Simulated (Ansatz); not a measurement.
BHOSn (SMILES [BH]1[O][Sn]1)

Input

```
crystal:
  periodic: [false, false, false]
  atoms:
    - {symbol: B, position_ang: [-0.852180, -0.145393, 0.603658]}
    - {symbol: O, position_ang: [0.062754, -1.024172, 0.256174]}
    - {symbol: Sn, position_ang: [1.191195, 0.539807, 1.157822]}
    - {symbol: H, position_ang: [-2.041758, -0.167562, 0.470705]}
basis:
  gaussian:
    orbitals: def2-TZVPD
hamiltonian:
  xc: pbe0
output: {forces: true, orbitals: {seedname: orbitals}}
```

Run with:

```sh
ansatz run input.yaml --threads 2 --pin off --max-ram 4350MiB --events-out events.jsonl --progress --plain --runs-dir runs
```

Geometry: PBE0-D4/def2-TZVP; core potentials replace the inner electrons of Sn.

These are results of isolated molecule in a Gaussian basis; Kohn-Sham density functional theory, functional PBE0 in Ansatz, not measurements.

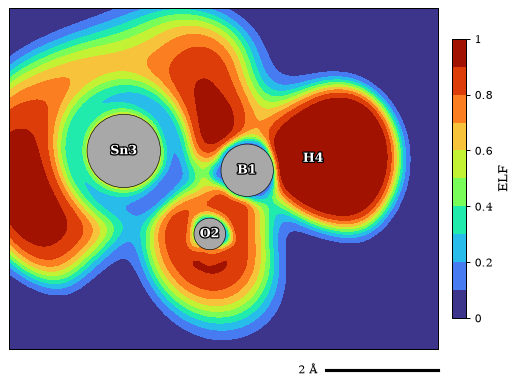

Figure 1. Electron localisation function on the molecular plane. Grey discs cover the atomic cores.

**What does the map show?**

Atoms in the plane: B, O, Sn and H.
B–O (1.32 Å): the ELF peaks at about 0.90 between the atoms (a polar covalent bond).
Sn–O (2.13 Å): the ELF peaks at about 0.80 in the valence shell of O, 0.6 Å from its nucleus, and drops to about 0.15 between the two atoms.
Sn–B (2.23 Å): the ELF peaks at about 0.55 in the valence shell of B, 0.8 Å from its nucleus, and drops to about 0.20 between the two atoms.
B–H (1.20 Å): the ELF climbs to about 1 towards the hydrogen, as it does in any bond to H; a covalent bond by its length.
The ELF also peaks beside O2, away from the bonds: lone-pair regions.

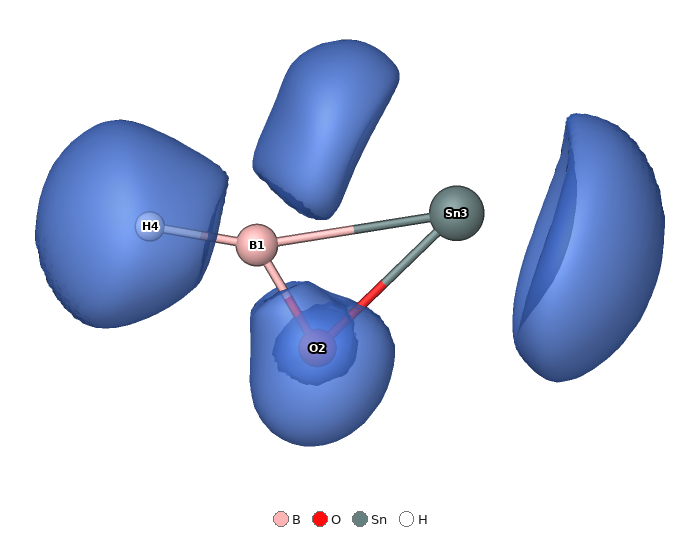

Figure 2. Isosurface of the electron localisation function at 0.75 (blue), seen across its widest extent. Core shells and regions of very low density are left out.

**Describe the localisation domains.**

The surface consists of one region around a hydrogen nucleus, one region on O in which the atom's valence shell and bonds are merged and two lobes on Sn, pointing away from the bonds (lone pairs).

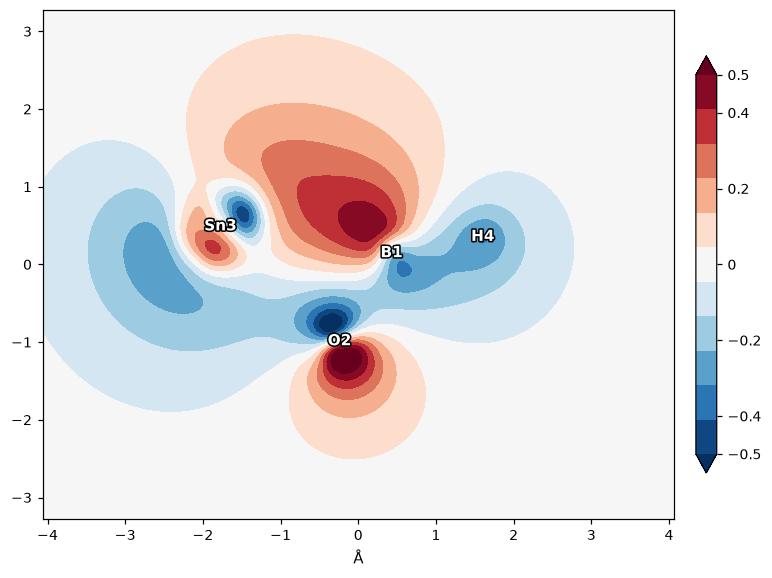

Figure 3. One frontier orbital on the molecular plane (values in Å⁻³ᐟ²; the overall sign is arbitrary).

**Which orbital is it: HOMO or LUMO?**

The HOMO, at −5.54 eV. It lies mainly on Sn3 (about 55 %), B1 (about 25 %) and O2 (about 15 %); it is symmetric in the molecular plane (an in-plane orbital: σ, lone-pair or in-plane π type).
